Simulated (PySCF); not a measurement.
## Electronic structure of BH₅O₅Si₃ (SMILES O1[SiH2]O[SiH]2O[SiH2]OB1O2) in real space

```yaml
atoms:
  - { symbol: O, position_ang: [-1.5521, -1.1242, 0.1803] }
  - { symbol: Si, position_ang: [-0.6113, -2.0619, -0.8565] }
  - { symbol: O, position_ang: [0.8416, -1.2411, -1.0566] }
  - { symbol: Si, position_ang: [1.4257, -0.1712, 0.0712] }
  - { symbol: O, position_ang: [0.3788, -0.4069, 1.3601] }
  - { symbol: B, position_ang: [-0.8972, -0.1365, 0.8623] }
  - { symbol: O, position_ang: [-1.3105, 1.1662, 0.8084] }
  - { symbol: Si, position_ang: [-0.1549, 2.2869, 0.3115] }
  - { symbol: O, position_ang: [1.1119, 1.4034, -0.3531] }
  - { symbol: H, position_ang: [-1.3029, -2.1507, -2.1632] }
  - { symbol: H, position_ang: [-0.3592, -3.3980, -0.2606] }
  - { symbol: H, position_ang: [2.8425, -0.3992, 0.3800] }
  - { symbol: H, position_ang: [0.3334, 3.0762, 1.4701] }
  - { symbol: H, position_ang: [-0.7523, 3.1425, -0.7396] }
```

Geometry: PBE0-D3(BJ)/def2-SVP.

These are results of PySCF 2.14.0, PBE0/pcSseg-1, SCF density, gas phase, non-relativistic, not measurements.

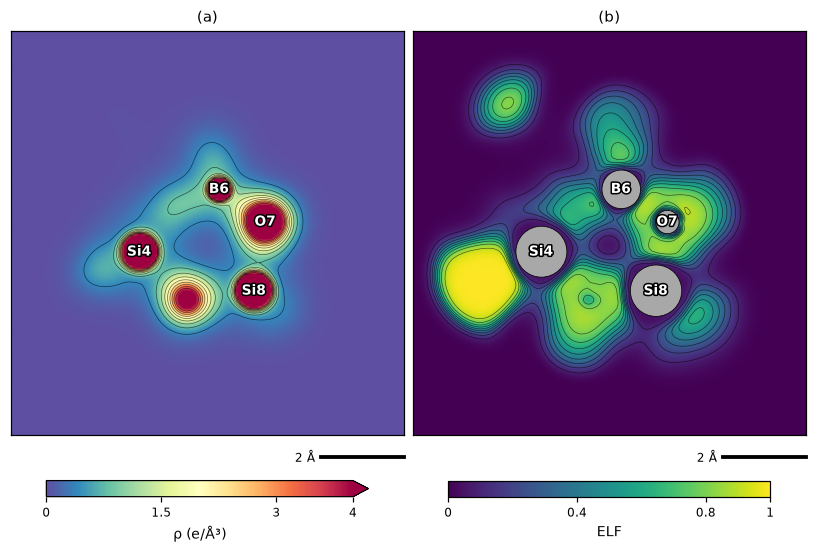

Figure 1. (a) total electron density; (b) ELF on the plane of atoms B6, O7 and Si8. Grey discs cover the atomic cores in the ELF map.

Read the bonding off the picture.

Answer.
- The plane passes through Si, B and O nuclei.
- B–O (1.37 Å): ρ is about 2.1 e/Å³ halfway; the ELF peaks at about 0.90 between the atoms; a short, strongly polar bond.
- Si–O (1.68 Å): ρ is about 1 e/Å³ halfway; the ELF peaks at about 0.85 between the atoms (a shared but strongly polarised pair).
- The ELF also peaks beside O9 and O7, away from the bonds: lone-pair regions.

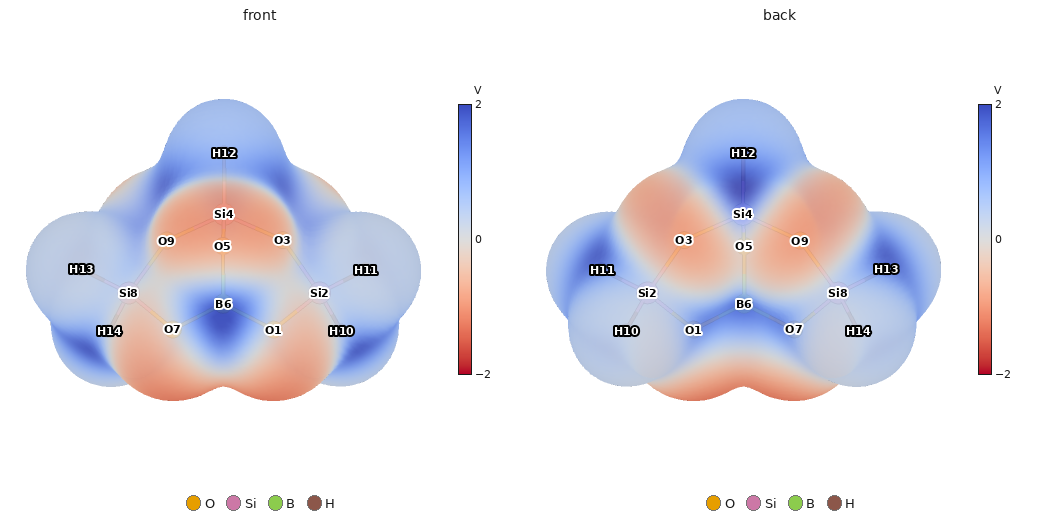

Figure 2. The molecular electrostatic potential painted on the density surface at 0.002 e/bohr³, seen from the front and from behind; the colour scale runs from red (negative) to blue (positive).

Describe the electrostatic potential map.

Answer. The most negative region (about −1.2 V) lies over O1 and O7, the most positive (about +1.9 V) over Si2, Si4, B6 and Si8.

How polar is the molecule by this calculation?

Answer. Its dipole moment is 1.03 D.
